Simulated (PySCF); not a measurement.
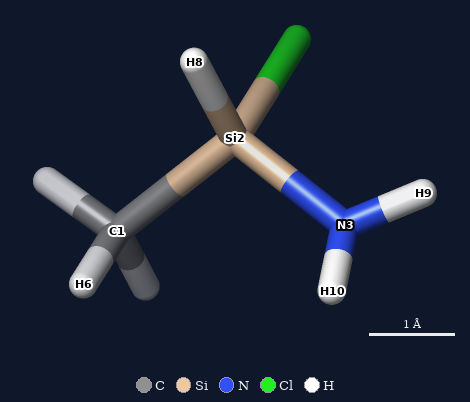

**Figure 1.** The starting structure (stick view, seen at a tilt; atoms are numbered from 1 in the order of the input).

Geometry relaxation of CH$_{6}$ClNSi

- system: CH$_{6}$ClNSi
- method: PBE0-D3(BJ)/def2-SVPD geometry optimisation, gas phase (PySCF 2.14.0)

What the program printed:
```
step   0  E = -845.58156940  max force = 0.024790
step   1  E = -845.58433159  max force = 0.006820
step   2  E = -845.58466512  max force = 0.003096
step   3  E = -845.58475636  max force = 0.001013
step   4  E = -845.58481108  max force = 0.001930
step   5  E = -845.58492460  max force = 0.003561
step   6  E = -845.58517091  max force = 0.006569
step   7  E = -845.58396395  max force = 0.021591
step   8  E = -845.58586887  max force = 0.011529
step   9  E = -845.58387462  max force = 0.019213
step  10  E = -845.58621324  max force = 0.013033
step  11  E = -845.58742777  max force = 0.006540
step  12  E = -845.58776800  max force = 0.003267
step  13  E = -845.58788469  max force = 0.001023
step  14  E = -845.58790046  max force = 0.000891
step  15  E = -845.58791951  max force = 0.000350
step  16  E = -845.58793093  max force = 0.000518
step  17  E = -845.58795191  max force = 0.001003
step  18  E = -845.58796269  max force = 0.000843
step  19  E = -845.58796763  max force = 0.000345
optimisation converged
```

Trajectory as extended XYZ (Å, eV, eV/Å), 11 of the 20 frames kept, from step=0 to step=19:
```
10
Properties=species:S:1:pos:R:3:forces:R:3 step=0 energy=-23009.44650
C    -1.2243   -0.2231   -0.6842    0.7218   0.4898   0.1910
Si    0.3443    0.5867    0.0014   -1.2748  -1.0396   0.2974
N     1.1272   -0.5747    0.9995    0.1221   0.0189   0.0583
Cl    1.6678    0.9869   -1.4748    0.7805   0.3344  -0.9343
H    -1.7190    0.4229   -1.4031   -0.2106   0.3496  -0.2931
H    -1.9347   -0.4334    0.1091   -0.3196  -0.0609   0.4645
H    -0.9993   -1.1611   -1.1838    0.2282  -0.3781  -0.1738
H     0.0331    1.8732    0.6361   -0.0904   0.4386   0.1565
H     2.0890   -0.4423    1.2668    0.2237   0.0305   0.0535
H     0.6159   -1.0351    1.7331   -0.1809  -0.1831   0.1801
10
Properties=species:S:1:pos:R:3:forces:R:3 step=2 energy=-23009.53074
C    -1.0463    0.2436   -0.8444   -0.0278  -0.0982   0.0139
Si    0.5406    0.9006   -0.1390    0.1114   0.1164  -0.1592
N     1.2850   -0.2809    0.8689    0.0096   0.0136   0.0473
Cl    1.9172    1.2975   -1.6771   -0.1055  -0.0451   0.1157
H    -1.4920    0.9678   -1.5399    0.0007   0.0239   0.0013
H    -1.7750    0.0512   -0.0408    0.0031   0.0144  -0.0028
H    -0.8719   -0.6992   -1.3835    0.0031   0.0244   0.0026
H     0.3246    2.2385    0.4874    0.0101  -0.0080  -0.0026
H     2.2440   -0.1689    1.1689   -0.0072  -0.0115   0.0170
H     0.7417   -0.8097    1.5383    0.0024  -0.0298  -0.0332
10
Properties=species:S:1:pos:R:3:forces:R:3 step=4 energy=-23009.53471
C    -1.0413    0.2408   -0.8392   -0.0031   0.0537   0.0077
Si    0.5474    0.9136   -0.1469   -0.0205  -0.0992   0.0489
N     1.2783   -0.2705    0.8711    0.0144   0.0638   0.0273
Cl    1.9177    1.2879   -1.6768    0.0353   0.0194  -0.0550
H    -1.4894    0.9661   -1.5332   -0.0134  -0.0140  -0.0033
H    -1.7651    0.0549   -0.0303   -0.0030  -0.0050   0.0018
H    -0.8659   -0.7011   -1.3768    0.0025  -0.0067  -0.0084
H     0.3327    2.2522    0.4746    0.0093   0.0142  -0.0030
H     2.2298   -0.1679    1.1966   -0.0104  -0.0008   0.0117
H     0.7238   -0.8356    1.4996   -0.0110  -0.0254  -0.0277
10
Properties=species:S:1:pos:R:3:forces:R:3 step=6 energy=-23009.54450
C    -1.0268    0.2487   -0.8277    0.0528   0.1207  -0.0429
Si    0.5792    0.9273   -0.1704   -0.2918  -0.1422   0.3378
N     1.2502   -0.2304    0.9119   -0.0340   0.0673   0.0304
Cl    1.9389    1.2517   -1.7018    0.2044   0.0574  -0.2808
H    -1.4914    0.9655   -1.5208    0.0220  -0.0268  -0.0037
H    -1.7343    0.0788   -0.0015    0.0119  -0.0372   0.0065
H    -0.8624   -0.6965   -1.3627   -0.0260  -0.0306   0.0027
H     0.3819    2.2827    0.4194    0.0490  -0.0036  -0.0065
H     2.1480   -0.1329    1.3619    0.0162   0.0271  -0.0075
H     0.6847   -0.9544    1.3304   -0.0044  -0.0319  -0.0360
10
Properties=species:S:1:pos:R:3:forces:R:3 step=8 energy=-23009.56349
C    -1.0128    0.2684   -0.8238    0.0965   0.1707  -0.1510
Si    0.6157    0.9271   -0.1889   -0.5928   0.0125   0.4902
N     1.1617   -0.1784    1.0012   -0.0728  -0.0143   0.1427
Cl    1.9796    1.1634   -1.7234    0.3259   0.0181  -0.4893
H    -1.4816    0.9790   -1.5207    0.0600  -0.0270  -0.0230
H    -1.7082    0.1249    0.0170    0.0488  -0.0629   0.0090
H    -0.8741   -0.6836   -1.3553   -0.0509  -0.0496   0.0253
H     0.4699    2.3086    0.3496    0.0775  -0.0589   0.0651
H     1.9396   -0.0599    1.6286    0.1368   0.1260  -0.0178
H     0.7781   -1.1088    1.0544   -0.0289  -0.1147  -0.0511
10
Properties=species:S:1:pos:R:3:forces:R:3 step=10 energy=-23009.57286
C    -1.0147    0.2881   -0.8427    0.1142   0.1356  -0.1985
Si    0.6231    0.9046   -0.1856   -0.6702   0.2750   0.3849
N     1.0819   -0.1653    1.0687    0.0174  -0.2342   0.1226
Cl    1.9980    1.0836   -1.7265    0.2985  -0.0603  -0.4162
H    -1.4683    1.0051   -1.5430    0.0866  -0.0029  -0.0203
H    -1.7141    0.1554   -0.0040    0.0518  -0.0712   0.0075
H    -0.8962   -0.6649   -1.3790   -0.0479  -0.0437   0.0537
H     0.5271    2.2936    0.3418    0.0411  -0.0701   0.0893
H     1.7809   -0.0032    1.7744    0.1756   0.2347   0.0015
H     0.9504   -1.1564    0.9347   -0.0671  -0.1628  -0.0247
10
Properties=species:S:1:pos:R:3:forces:R:3 step=11 energy=-23009.60591
C    -1.0257    0.3039   -0.8677    0.0237  -0.1733   0.0030
Si    0.5949    0.8860   -0.1572   -0.0252   0.3363  -0.0172
N     1.1016   -0.1685    1.0997   -0.1245  -0.2966  -0.0689
Cl    1.9665    1.0570   -1.7533   -0.0317  -0.0669   0.0445
H    -1.4544    1.0195   -1.5833    0.1053   0.0565   0.0374
H    -1.7429    0.1608   -0.0458   -0.0396  -0.0066  -0.0145
H    -0.9086   -0.6551   -1.3976    0.0081   0.0239   0.0562
H     0.5311    2.2679    0.3946    0.0218  -0.0568   0.0010
H     1.8512    0.0370    1.7464   -0.0172   0.0623  -0.0990
H     0.9544   -1.1679    1.0028    0.0793   0.1211   0.0574
10
Properties=species:S:1:pos:R:3:forces:R:3 step=13 energy=-23009.61834
C    -1.0308    0.3039   -0.8687   -0.0276   0.0029   0.0278
Si    0.5742    0.8923   -0.1397    0.0448  -0.0247  -0.0526
N     1.0768   -0.1750    1.1100   -0.0041   0.0164   0.0205
Cl    1.9542    1.0137   -1.7343   -0.0290   0.0089   0.0267
H    -1.4089    1.0292   -1.6019   -0.0065  -0.0058  -0.0207
H    -1.7836    0.1748   -0.0768   -0.0037   0.0200  -0.0118
H    -0.8988   -0.6590   -1.3835    0.0127  -0.0018  -0.0030
H     0.5353    2.2682    0.4175   -0.0059   0.0033   0.0120
H     1.8431    0.0696    1.7222    0.0131  -0.0006   0.0056
H     1.0065   -1.1771    0.9939    0.0062  -0.0187  -0.0045
10
Properties=species:S:1:pos:R:3:forces:R:3 step=15 energy=-23009.61929
C    -1.0362    0.3049   -0.8695    0.0153   0.0180  -0.0098
Si    0.5696    0.8880   -0.1351   -0.0047  -0.0128   0.0058
N     1.0789   -0.1782    1.1153    0.0093   0.0130  -0.0021
Cl    1.9448    1.0152   -1.7294    0.0044   0.0062  -0.0090
H    -1.3956    1.0216   -1.6214    0.0062  -0.0107  -0.0027
H    -1.8039    0.1963   -0.0898    0.0004   0.0000   0.0070
H    -0.9009   -0.6652   -1.3701   -0.0131  -0.0098   0.0085
H     0.5295    2.2622    0.4276   -0.0047  -0.0033   0.0095
H     1.8489    0.0774    1.7197   -0.0099  -0.0057  -0.0012
H     1.0329   -1.1815    0.9916   -0.0033   0.0052  -0.0061
10
Properties=species:S:1:pos:R:3:forces:R:3 step=17 energy=-23009.62017
C    -1.0370    0.3019   -0.8670    0.0180  -0.0146  -0.0264
Si    0.5675    0.8894   -0.1338   -0.0399   0.0238   0.0516
N     1.0886   -0.1810    1.1083   -0.0050  -0.0134  -0.0256
Cl    1.9357    1.0454   -1.7283    0.0265   0.0031  -0.0274
H    -1.3777    0.9932   -1.6506    0.0043   0.0018   0.0077
H    -1.8152    0.2320   -0.0933    0.0012  -0.0011   0.0075
H    -0.9110   -0.6883   -1.3301   -0.0098  -0.0024   0.0147
H     0.5107    2.2569    0.4454    0.0074  -0.0063  -0.0066
H     1.8580    0.0747    1.7129   -0.0064  -0.0027   0.0015
H     1.0484   -1.1836    0.9753    0.0037   0.0116   0.0029
10
Properties=species:S:1:pos:R:3:forces:R:3 step=19 energy=-23009.62060
C    -1.0357    0.2979   -0.8654   -0.0017  -0.0053  -0.0036
Si    0.5649    0.8950   -0.1323   -0.0122   0.0026   0.0177
N     1.0924   -0.1839    1.0989   -0.0006  -0.0049  -0.0111
Cl    1.9339    1.0728   -1.7262    0.0076   0.0017  -0.0068
H    -1.3669    0.9686   -1.6703   -0.0017   0.0013   0.0019
H    -1.8179    0.2565   -0.0933   -0.0004   0.0014  -0.0008
H    -0.9169   -0.7079   -1.2951    0.0041   0.0010   0.0020
H     0.4992    2.2572    0.4572    0.0042   0.0004  -0.0042
H     1.8573    0.0695    1.7099   -0.0013   0.0007   0.0025
H     1.0579   -1.1850    0.9554    0.0020   0.0010   0.0024
```

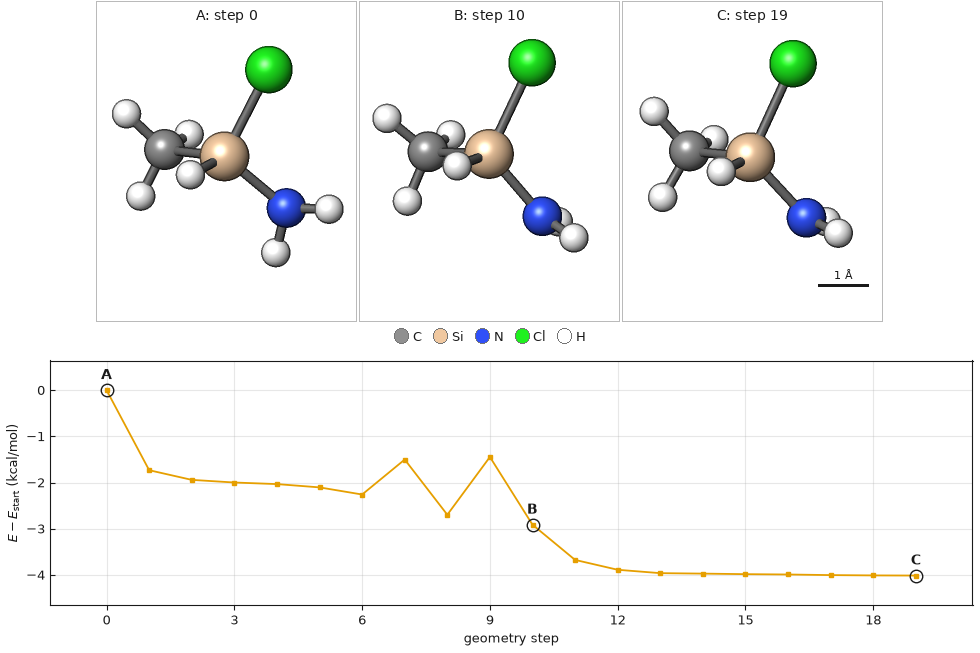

**Figure 2.** Frames of the relaxation (ball-and-stick view, seen at a tilt) above the curves, on which the letters mark them (steps are counted from 0).

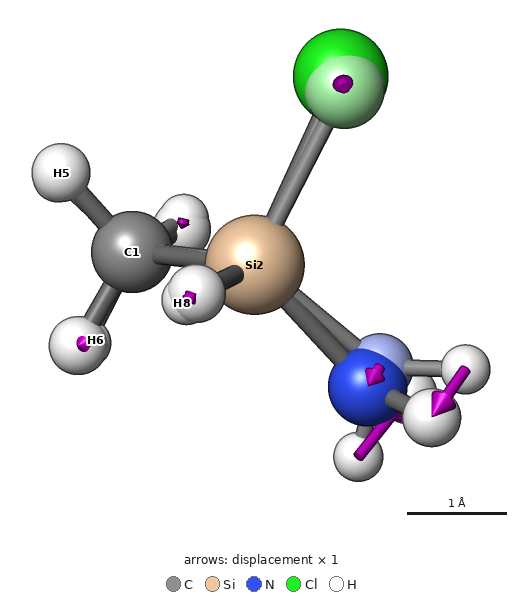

**Figure 3.** Start (faint) and end (solid) with the displacements as pink arrows, at true length (ball-and-stick view, seen at a tilt). The two geometries are laid on each other by the best rigid fit. The energy falls by 4.01 kcal/mol in 19 geometry steps. The largest force component goes from 1.3 to 0.018 eV/Å. The atom that moves furthest after the best rigid fit is H10 (0.91 Å). By element the largest moves are H 0.91 Å, N 0.26 Å, Cl 0.23 Å, C 0.05 Å, Si 0.04 Å. Among the contacts that change: Si2–Cl4 2.023 → 2.109 Å, C1–Si2 1.894 → 1.859 Å, Si2–H8 1.468 → 1.486 Å, C1–H5 1.086 → 1.099 Å. Among the angles that change: N3–Si2–Cl4 105.0° → 113.3°, N3–Si2–H8 115.9° → 107.7°, C1–Si2–Cl4 111.2° → 106.7°. (Atoms are counted from 1 in the order of the input.)

This output came from the following input.

The input:
```
{"job": {"xc": "PBE0", "basis": "def2-SVPD", "d3": "d3bj", "grid": 2, "kind": "geom"}, "charge": 0, "multiplicity": 1}
C     -1.224255    -0.223146    -0.684154
Si     0.344316     0.586747     0.001380
N      1.127170    -0.574688     0.999529
Cl     1.667798     0.986952    -1.474837
H     -1.718988     0.422885    -1.403093
H     -1.934701    -0.433412     0.109067
H     -0.999309    -1.161142    -1.183795
H      0.033131     1.873242     0.636102
H      2.088974    -0.442328     1.266745
H      0.615865    -1.035111     1.733056
```

The first line tells a small driver script what to run in PySCF; the rest is the geometry in Å.

Launch command:
```bash
OMP_NUM_THREADS=1 python <driver script> task.json out
```

Summary:

```tsv
quantity	value
outcome	converged
total energy	−845.587968 hartree
dipole moment	2.25 D
point group	C1
hardware	1 CPU thread, shared host
wall time	2.2 min
peak memory	0.56 GiB
```
